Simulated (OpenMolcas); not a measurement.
How basis sets differ on CH4OSi (SMILES CO[SiH])

CH4OSi: 7 atoms, total charge 0, spin state singlet. As SMILES, `CO[SiH]`. Geometry: relaxed at PBE0-D4/def2-TZVP. This is one conformer, not always the lowest.

```xyz
7

C    -0.5124    0.4855   -0.3385
O    -0.4432   -0.4465    0.7176
Si    0.7969   -1.3873    1.2299
H    -1.2964    0.1808   -1.0355
H     0.4438    0.5475   -0.8687
H    -0.7693    1.4675    0.0654
H     1.8417   -0.9156    0.1841
```

Quantity: the HOMO–LUMO gap, in eV. The values are calculated.

```csv
level,kind,program,value (eV)
HF/ANO-R0 (sfX2C),Hartree–Fock,OpenMolcas,10.55
HF/STO-3G,Hartree–Fock,OpenMolcas,13.09
HF/3-21G,Hartree–Fock,OpenMolcas,10.24
HF/ANO-R1 (sfX2C),Hartree–Fock,OpenMolcas,10.68
"HF/ANO-R1 (sfX2C, RICD fitting)",Hartree–Fock,OpenMolcas,10.68
HF/aug-cc-pVDZ,Hartree–Fock,OpenMolcas,9.66
```

The values span 9.66 to 13.09 eV. A Hartree–Fock LUMO above zero doesn't converge with the basis: it sinks as sets grow more diffuse. Orbital gaps aren't excitation energies.

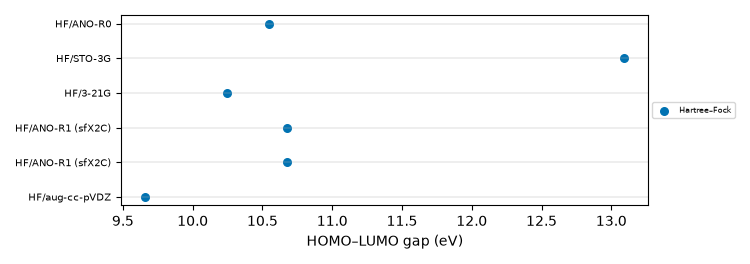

The values of the table, level by level.
